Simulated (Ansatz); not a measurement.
```yaml
atoms:
  - { symbol: Sb, position_ang: [-0.0034, -2.3364, -2.0223] }
  - { symbol: Ga, position_ang: [-2.3646, -1.3649, -1.1232] }
  - { symbol: Ga, position_ang: [0.0018, -2.8009, 2.2025] }
  - { symbol: Sb, position_ang: [-2.0434, -1.1803, 1.4936] }
  - { symbol: Sb, position_ang: [-2.0234, 1.1655, -2.0226] }
  - { symbol: Ga, position_ang: [-2.4241, 1.4015, 2.2011] }
  - { symbol: Ga, position_ang: [2.3606, -1.3660, -1.1285] }
  - { symbol: Sb, position_ang: [2.0456, -1.1805, 1.4889] }
  - { symbol: Sb, position_ang: [2.0186, 1.1649, -2.0270] }
  - { symbol: Ga, position_ang: [-0.0014, 2.7273, -1.1282] }
  - { symbol: Ga, position_ang: [2.4286, 1.4014, 2.1954] }
  - { symbol: Sb, position_ang: [0.0013, 2.3610, 1.4892] }
  - { symbol: H, position_ang: [-0.0037, -4.0395, -1.8523] }
  - { symbol: H, position_ang: [-0.0050, -2.3084, -3.7430] }
  - { symbol: H, position_ang: [-3.5811, -2.0662, -1.8426] }
  - { symbol: H, position_ang: [0.0015, -3.9942, 1.1568] }
  - { symbol: H, position_ang: [0.0045, -2.9757, 3.7688] }
  - { symbol: H, position_ang: [-3.4728, -2.0051, 1.9799] }
  - { symbol: H, position_ang: [-1.9957, 1.1474, -3.7435] }
  - { symbol: H, position_ang: [-3.4990, 2.0178, -1.8586] }
  - { symbol: H, position_ang: [-3.4568, 1.9969, 1.1537] }
  - { symbol: H, position_ang: [-2.5764, 1.4923, 3.7674] }
  - { symbol: H, position_ang: [3.5753, -2.0677, -1.8504] }
  - { symbol: H, position_ang: [3.4761, -2.0054, 1.9719] }
  - { symbol: H, position_ang: [1.9881, 1.1474, -3.7477] }
  - { symbol: H, position_ang: [3.4941, 2.0163, -1.8644] }
  - { symbol: H, position_ang: [-0.0011, 4.1303, -1.8497] }
  - { symbol: H, position_ang: [2.5852, 1.4912, 3.7611] }
  - { symbol: H, position_ang: [3.4589, 1.9960, 1.1455] }
  - { symbol: H, position_ang: [0.0021, 4.0120, 1.9732] }
```

Geometry: PBE-D4/def2-SVP; core potentials replace the inner electrons of Sb.

Computed with RKS PBE0-D4/def2-TZVP (Ansatz).

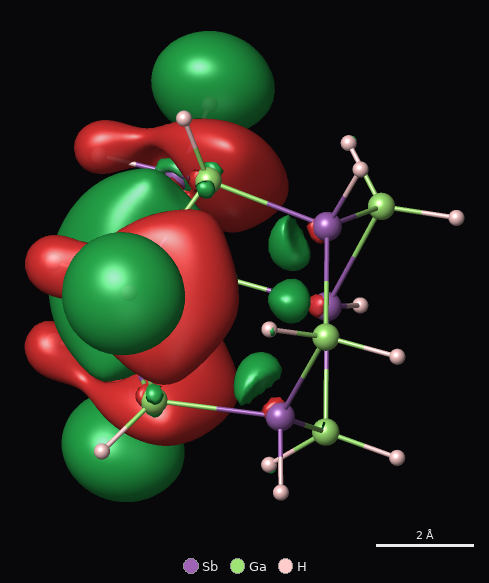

Ga₆H₁₈Sb₆ (Ga6Sb6 wurtzite hole sphere). One frontier orbital at ±0.05 Å⁻³ᐟ² (green and red are the two phases), seen at an oblique angle.

Which orbital is it: HOMO or LUMO?

The LUMO, at −2.00 eV. It lies mainly on Sb1 (about 15 %), Sb5 (about 15 %), Sb9 (about 15 %), H13 (about 10 %), H26 (about 10 %) and H20 (about 10 %).
